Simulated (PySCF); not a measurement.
# CHOH: triplet, from a bent start

Aim: relax CHOH as a triplet from a bent start, check by its vibrations whether the end is a minimum, and collect its spectrum and constants.

Method: PBE0, basis C def2-TZVP, H def2-TZVP, O def2-TZVP, no relativity, density fitting; program: PySCF 2.14.0.

## (1) Starting geometry

4 atoms, charge 0, spin multiplicity 3.

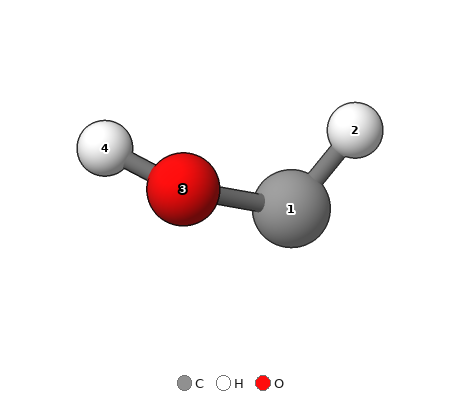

As it starts; carbon grey, hydrogen white, oxygen red; atoms are numbered from 1 in the order of the file.

Z-matrix (Å, degrees; charge 0 multiplicity 3):
```
C
H  1 1.0700
O  1 1.3800 2 110.00
H  3 0.9600 1 130.00 2 90.00
```

## (2) Finding the electronic state

One driver script runs all steps and calls PySCF; scf.py shows how it sets up the SCF of each step. The optimiser is the driver's own. After this first run the driver tries any further starts and a stability analysis.

scf.py

```python
from pyscf import gto, scf, dft
mol = gto.M(atom='''
C      0.000000     0.000000     0.000000
H      0.876500     0.000000     0.613700
O     -1.130400     0.000000     0.791500
H     -1.635900     0.735400     1.145500''',
    basis={'C': 'def2-TZVP', 'H': 'def2-TZVP', 'O': 'def2-TZVP'},
    charge=0, spin=2)
mf = dft.UKS(mol, xc='PBE0')
mf.grids.atom_grid = (50, 194)
aux = {'C': 'def2-universal-JKFIT', 'H': 'def2-universal-JKFIT', 'O': 'def2-universal-JKFIT'}
mf = mf.density_fit(auxbasis=aux)
mf.conv_tol = 1e-08
mf.diis_space = 10
mf.max_cycle = 60
mf.init_guess = 'minao'
mf.verbose = 4
mf.kernel()
```

The run is started by

```sh
$ OMP_NUM_THREADS=2 python axn.py task.json out
```

The log of the run:

```text
init E= -114.353572074241
[... the frontier-level lines of each cycle are left out ...]
cycle= 1 E= -114.23696745829  delta_E= 0.117  |g|= 0.363  |ddm|= 1.07
cycle= 2 E= -114.150864022355  delta_E= 0.0861  |g|= 0.606  |ddm|= 0.437
cycle= 3 E= -114.284441088778  delta_E= -0.134  |g|= 0.065  |ddm|= 0.303
cycle= 4 E= -114.286413592612  delta_E= -0.00197  |g|= 0.0184  |ddm|= 0.064
cycle= 5 E= -114.286664219429  delta_E= -0.000251  |g|= 0.00662  |ddm|= 0.0201
cycle= 6 E= -114.286703030756  delta_E= -3.88e-05  |g|= 0.00216  |ddm|= 0.00985
cycle= 7 E= -114.286708643706  delta_E= -5.61e-06  |g|= 0.000779  |ddm|= 0.00371
cycle= 8 E= -114.286709258263  delta_E= -6.15e-07  |g|= 9.93e-05  |ddm|= 0.00141
cycle= 9 E= -114.286709268381  delta_E= -1.01e-08  |g|= 1.99e-05  |ddm|= 0.000146
cycle= 10 E= -114.286709268858  delta_E= -4.78e-10  |g|= 6.34e-06  |ddm|= 3.12e-05
Extra cycle  E= -114.286709268889  delta_E= -3.11e-11  |g|= 4.87e-06  |ddm|= 8.4e-06
converged SCF energy = -114.286709268889  <S^2> = 2.0054105  2S+1 = 3.0036048
```

This step, with its further starts and checks, ran for 5.6 s (2 threads of Arm Neoverse V1, shared host).

Energies from each starting density:

| start | energy (Eh) |
| --- | --- |
| the minimal-basis guess | -114.286709 |
| a thermally smeared density | -114.286709 |
| a smeared PBE density | -114.286709 |

No lower solution of this spin turned up from the other starts or in the test of internal stability.

## (3) Bent start, triplet: relaxation

The program finds C1 symmetry in the start. The walk stops when the largest gradient is under 0.0003 Eh/bohr and the energy has settled too.

scf.py, as its differences from that of step 2:

```diff
@@ -3,4 +3,4 @@
-C      0.000000     0.000000     0.000000
-H      0.876500     0.000000     0.613700
-O     -1.130400     0.000000     0.791500
-H     -1.635900     0.735400     1.145500''',
+C      0.627979    -0.024696    -0.480929
+H      1.504479    -0.024696     0.132771
+O     -0.502421    -0.024696     0.310571
+H     -1.007921     0.710704     0.664571''',
@@ -16 +15,0 @@
-mf.init_guess = 'minao'
```

Energy and gradient, step by step:

| step | energy (Eh) | change (kJ/mol) | largest gradient (Eh/bohr) |
| --- | --- | --- | --- |
| 0 | -114.286709 | 0.00 | 0.05399 |
| 1 | -114.300867 | -37.17 | 0.01868 |
| 2 | -114.301027 | -37.59 | 0.01679 |
| 3 | -114.302053 | -40.29 | 0.00768 |
| 4 | -114.302140 | -40.51 | 0.00150 |
| 5 | -114.302153 | -40.55 | 0.00055 |
| 6 | -114.302154 | -40.55 | 0.00009 |

The walk took 5.8 s.

Geometry (Å) and forces (eV/Å) at some steps:

```
step 0
C    0.628  -0.025  -0.481  -2.776   0.976   2.200
H    1.504  -0.025   0.133   1.272  -0.135  -0.314
O   -0.502  -0.025   0.311   0.927  -1.648  -1.256
H   -1.008   0.711   0.665   0.577   0.807  -0.630
step 1
C    0.564   0.065  -0.382   0.961   0.041   0.479
H    1.572  -0.066   0.079  -0.521   0.152  -0.518
O   -0.520  -0.091   0.343  -0.889   0.111   0.287
H   -0.995   0.729   0.587   0.448  -0.304  -0.248
step 3
C    0.569   0.056  -0.356  -0.299   0.029   0.116
H    1.568  -0.043   0.071   0.011  -0.019   0.030
O   -0.564  -0.107   0.325   0.395  -0.333  -0.207
H   -0.951   0.731   0.587  -0.108   0.324   0.061
step 6
C    0.566   0.062  -0.354   0.003   0.003   0.003
H    1.566  -0.047   0.070  -0.003  -0.001  -0.003
O   -0.557  -0.111   0.328   0.005  -0.005   0.000
H   -0.954   0.733   0.583  -0.005   0.003   0.000
```

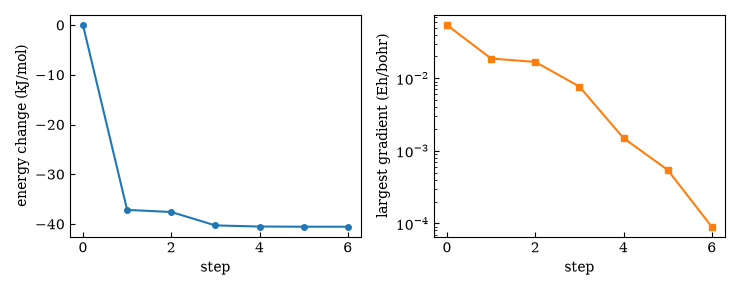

How energy and gradient fall.

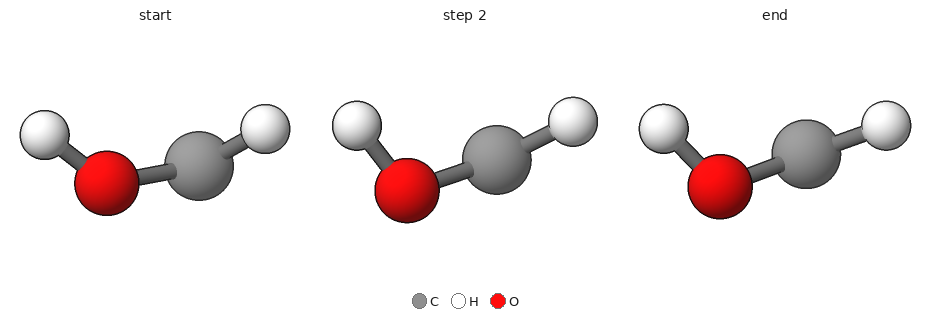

Start and end of the relaxation, with a step between.

After 6 steps and 40.6 kJ/mol it ends at C1: C–H 1.091 Å, C–O 1.326 Å, O–H 0.967 Å; C–O–H 111.7°, H–C–O 124.3°.

## (4) Hessian and properties

The point is checked on the finer grid, and tightened if its gradient asks for it. The Hessian and the dipole derivatives come from central differences of analytic gradients, with steps of 0.02 bohr.

scf.py, as its differences from that of step 3:

```diff
@@ -3,4 +3,4 @@
-C      0.627979    -0.024696    -0.480929
-H      1.504479    -0.024696     0.132771
-O     -0.502421    -0.024696     0.310571
-H     -1.007921     0.710704     0.664571''',
+C      0.616644     0.074937    -0.408445
+H      1.616568    -0.037184     0.014109
+O     -0.506428    -0.099511     0.273819
+H     -0.905499     0.743887     0.527344''',
@@ -10 +10 @@
-mf.grids.atom_grid = (50, 194)
+mf.grids.atom_grid = (75, 302)
@@ -13 +13 @@
-mf.conv_tol = 1e-08
+mf.conv_tol = 1e-10
```

The driver hands on the density of the step before, so the log starts near convergence.

Log of the central SCF (cycles and frontier levels):

```text
init E= -114.302142746067
[... the frontier-level lines of each cycle are left out ...]
cycle= 1 E= -114.302142746068  delta_E= -9.95e-13  |g|= 4.22e-06  |ddm|= 6.98e-06
Extra cycle  E= -114.302142746066  delta_E= 1.62e-12  |g|= 4.97e-06  |ddm|= 6.77e-06
converged SCF energy = -114.302142746066  <S^2> = 2.0051847  2S+1 = 3.0034545
```

The whole step took 37 s.

Geometry: C1; C–H 1.091 Å, C–O 1.326 Å, O–H 0.967 Å; C–O–H 111.7°, H–C–O 124.3°.

Harmonic modes (main isotopes):

```csv
symmetry,ω (cm⁻¹),IR (km/mol),μ (u)
a,439,85.6,1.12
a,1085,80.3,1.25
a,1161,71.5,1.27
a,1333,40.7,4.72
a,3101,18.2,1.09
a,3725,48.2,1.07
```

Every mode is real; the point is a minimum.

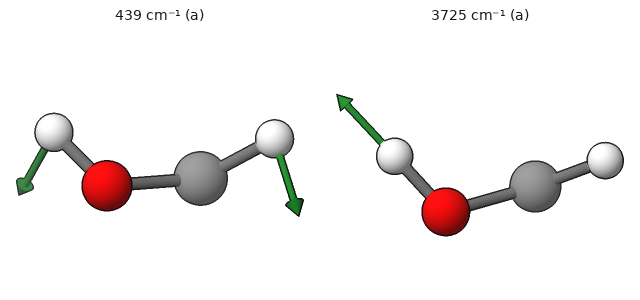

Displacements of 2 of the modes, as arrows (one member where a mode is degenerate).

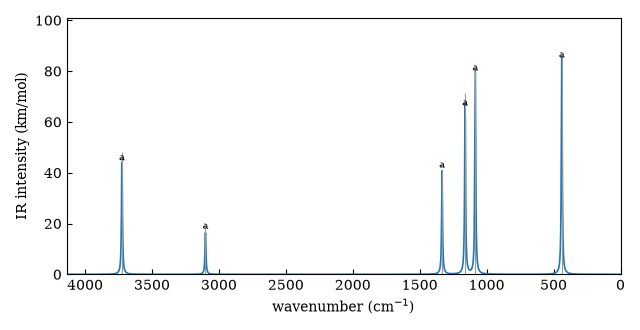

The harmonic infrared spectrum (widths in cm⁻¹). Lines are broadened to a width of 8 cm⁻¹ (Lorentzian).

Constants and moments:

```yaml
Dipole_moment: 1.73 D
Highest_occupied_level: -5.97 eV
Lowest_empty_level: -1.45 eV
Rotational_constants: 12.06, 1.081, 1.067 cm⁻¹
Zero-point_energy: 64.9 kJ/mol
Principal_polarisabilities: 13.9, 14.1, 21.8 bohr³
Atomisation_energy_without_zero-point_energy: 1250 kJ/mol
Principal_traceless_quadrupole_moments_about_the_centre_of_mass: -3.19, -0.87, 4.07 D Å
Entropy_at_298.15_K_and_1_bar_electronic_part_spin_only: 237.3 J/(mol K)
Heat_capacity_Cp_at_298.15_K: 41.8 J/(mol K)
Enthalpy_at_298.15_K_above_0_K: 10.78 kJ/mol
Rotational_symmetry_number: 1
Spin_squared_⟨S²⟩: 2.005
```

Populations by atom (charges in e):

```json
{"atom": "C1", "Mulliken": "-0.14", "Löwdin": "-0.33", "polar tensor": "0.20", "spin (Mulliken)": "1.78", "Mayer order to C1": "–"}
{"atom": "H2", "Mulliken": "0.15", "Löwdin": "0.09", "polar tensor": "0.05", "spin (Mulliken)": "0.05", "Mayer order to C1": "0.94"}
{"atom": "O3", "Mulliken": "-0.35", "Löwdin": "0.05", "polar tensor": "-0.54", "spin (Mulliken)": "0.14", "Mayer order to C1": "1.21"}
{"atom": "H4", "Mulliken": "0.34", "Löwdin": "0.19", "polar tensor": "0.29", "spin (Mulliken)": "0.03", "Mayer order to C1": "0.03"}
```

Mulliken populations on C1: s 3.38, p 2.66, d 0.09, f 0.01.

## (5) What came out

```
                                          quantity                                                              value
                                           minimum                                                        triplet, C1
                                          geometry  C–H 1.091 Å, C–O 1.326 Å, O–H 0.967 Å; C–O–H 111.7°, H–C–O 124.3°
                                wavenumbers (cm⁻¹)          439 (a), 1085 (a), 1161 (a), 1333 (a), 3101 (a), 3725 (a)
                                     dipole moment                                                             1.73 D
highest occupied, lowest empty level (either spin)                                                    -5.97, -1.45 eV
                         polar-tensor charge of C1                                                            +0.20 e
                                 zero-point energy                                                        64.9 kJ/mol
                               entropy at 298.15 K                                                    237.3 J/(mol K)
         atomisation energy (no zero-point energy)                                                        1250 kJ/mol
                                              ⟨S²⟩                                                              2.005
```

In words: The bent start ends in a minimum without symmetry. In the infrared the band at 439 cm⁻¹ (a) leads. Most of the spin sits on C1 (Mulliken spin 1.78, against 2 for the whole molecule). Other starts or spin states, not run here, may lie lower.

The search up to here took 48 s.
